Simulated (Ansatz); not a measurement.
KNb₃

```
K Nb
1.0
     4.37646    0.00000    0.00000
     0.00000    4.37646    0.00000
     0.00000    0.00000    4.37646
K Nb
1 3
Cartesian
  0.0000 0.0000 0.0000
  0.0000 2.1882 2.1882
  2.1882 0.0000 2.1882
  2.1882 2.1882 0.0000
```

Space group Pm-3m; a structure generated by program, which may or may not match a known phase.

Method: DFT PBE, scalar-relativistic, plane waves, PAW (Ansatz).

> What can the converged valence pseudo-density and electron localisation function tell about the bonding?

K–Nb (3.09 Å): ρ is about 0.12 e/Å³ halfway; the ELF is about 0.05 at the midpoint; no localised pair shows between them.

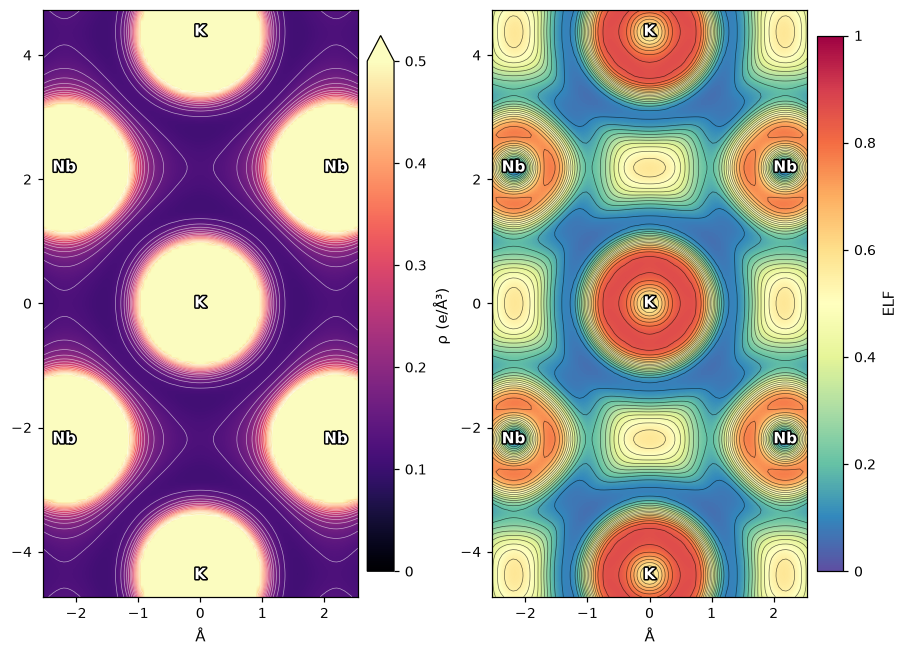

Computed valence pseudo-density and electron localisation function on the (001) plane of the conventional cell, in this order. 
